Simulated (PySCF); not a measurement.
Input file:

```
{"job": {"kind": "nmr", "xc": "PBE0", "basis": "pcSseg-1"}, "charge": 0, "multiplicity": 1}
C     -1.345318    -0.099042     0.052847
C      0.114397     0.038211    -0.006435
C      1.314999    -0.573894    -0.055753
F      1.895914    -1.762774    -0.078304
C      1.314809     0.850845    -0.055495
O      1.873995     1.900827    -0.077069
H     -1.785099     0.343280    -0.840987
H     -1.642148    -1.143496     0.124681
H     -1.727989     0.452037     0.911336
```

Launched as:

```sh
OMP_NUM_THREADS=1 python probes_run.py task.json out
```

Geometry: GFN2-xTB.

These are results of PBE0/pcSseg-1, SCF density, gas phase, non-relativistic in PySCF 2.14.0, not measurements.

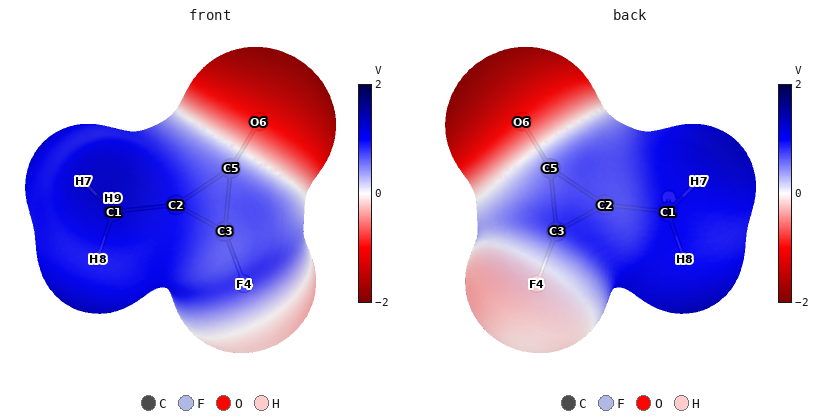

C$_{4}$H$_{3}$FO. The electrostatic potential painted on the density surface at 0.002 e/bohr³, seen from the front and from behind; the colour scale runs from red (negative) to blue (positive).

Q: Where is the surface potential most negative and most positive?

A: The most negative region (about −1.8 V) lies over O6, the most positive (about +1.3 V) over H7, H8 and H9. O6 is the likeliest acceptor of a hydrogen bond.

Q: How polar is the molecule by this calculation?

A: Its dipole moment is 4.18 D.
